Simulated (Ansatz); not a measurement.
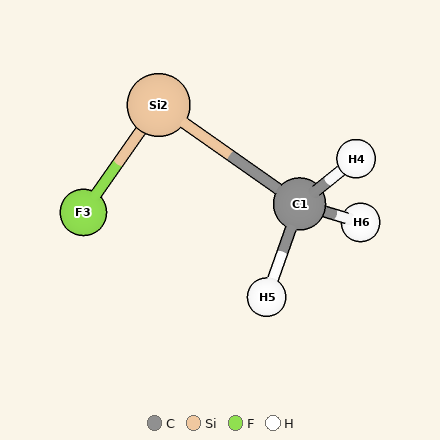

The system is CH3FSi, SMILES C[Si]F; the picture shows the grid point nearest to the relaxed geometry. Two internal coordinates are moved rigidly from the geometry relaxed at PBE0-D4/def2-TZVP, all others fixed. First axis: bond C1–H5. Second axis: torsion H4–C1–Si2–F3. The scan uses a 7 × 6 grid. Points are written as (first, second). Energies: kcal/mol, counted from the lowest grid point. Computed with RKS r2SCAN-D4/def2-TZVPP in Ansatz 0.2.0.

Its coordinates:

```xyz
6

C    -0.3330    0.3878   -0.1760
Si    0.4670   -0.5782    1.2326
F     1.6179   -1.3308    0.3757
H    -1.0170    1.1619    0.1790
H     0.4493    0.8590   -0.7928
H    -0.8816   -0.2984   -0.8328
```

Range: bond C1–H5 from 0.966 to 1.536 Å; torsion H4–C1–Si2–F3 from −167 to −67°.

Question: Predict the map.

Answer: The lowest grid point is at (1.102 Å, −167°). It lies at the edge of the scanned range, so the true minimum may lie outside. The energy also falls towards the edge at (1.102 Å, −67°) (0.21 kcal/mol above the lowest), where a further well may lie outside the range. The highest grid point, (1.536 Å, −107°), lies 35.3 kcal/mol above the lowest.

| torsion H4–C1–Si2–F3 ↓, bond C1–H5 → | 0.966 | 1.021 | 1.102 | 1.197 | 1.302 | 1.416 | 1.536 |
| --- | --- | --- | --- | --- | --- | --- | --- |
| −67 | 8.4 | 2.6 | 0.2 | 3.3 | 11.0 | 21.8 | 34.2 |
| −87 | 8.5 | 2.8 | 0.5 | 3.7 | 11.5 | 22.3 | 34.8 |
| −107 | 8.7 | 3.0 | 0.8 | 4.0 | 11.8 | 22.8 | 35.3 |
| −127 | 8.6 | 3.0 | 0.7 | 4.0 | 11.8 | 22.8 | 35.3 |
| −147 | 8.3 | 2.7 | 0.4 | 3.6 | 11.4 | 22.3 | 34.8 |
| −167 | 8.1 | 2.4 | 0.0 | 3.1 | 10.8 | 21.7 | 34.1 |

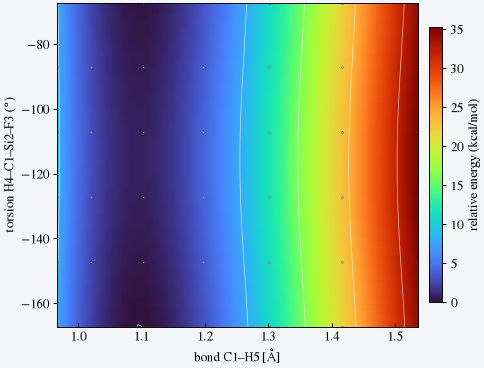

The picture shows a smooth colour map with a few white contour lines, dots at the grid points. Between grid points the surface is interpolated.
